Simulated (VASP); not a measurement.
Band structure of La2O3 (a-type). Level of theory: optB88-vdW, VASP's PBE PAW potentials (set 64) (plane waves; VASP).

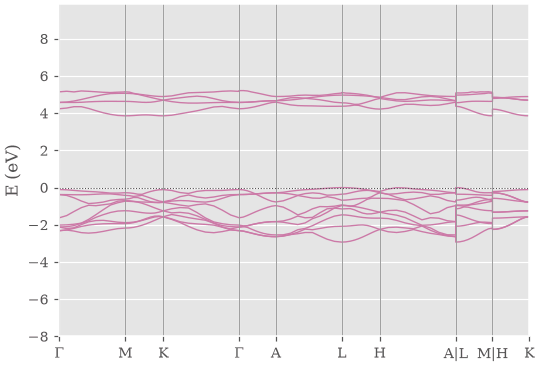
Figure. Bands along high-symmetry lines, zero at the valence-band maximum or, without a gap, the Fermi level

Task: Read the plot: is there a gap, and where are the band edges?

Result: The gap is indirect, 3.86 eV, from the valence maximum at L to the conduction minimum at K. (Edges off the drawn lines would not show.)

The compound is La2O3 in the a-type structure. It was relaxed first.
